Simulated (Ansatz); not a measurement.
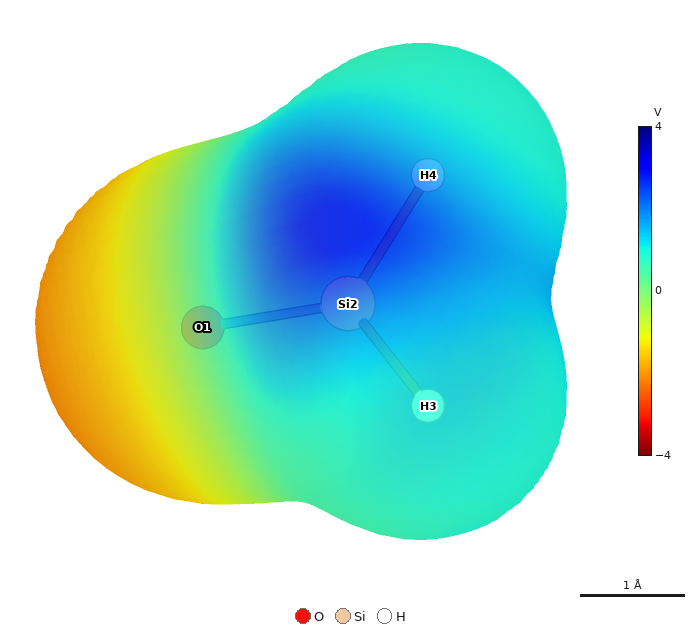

*H₂OSi (SMILES O=[SiH2]). The molecular electrostatic potential painted on the density surface at 0.002 e/bohr³, seen at a tilt; the colour scale runs from red (negative) to blue (positive).*

Geometry: PBE0-D4/def2-TZVP.

Method: isolated molecule in a Gaussian basis; Kohn-Sham density functional theory, functional PBE0 (Ansatz 0.2.0).

```xyz
4

O    -1.5251   -1.2654    2.5107
Si   -1.1487   -1.3853    1.0473
H    -0.5104   -2.5856    0.4484
H    -1.3739   -0.3165    0.0405
```

Describe the electrostatic potential map.

The most negative region (about −2.2 V) lies over O1, the most positive (about +3.1 V) over Si2. O1 is the likeliest acceptor of a hydrogen bond.
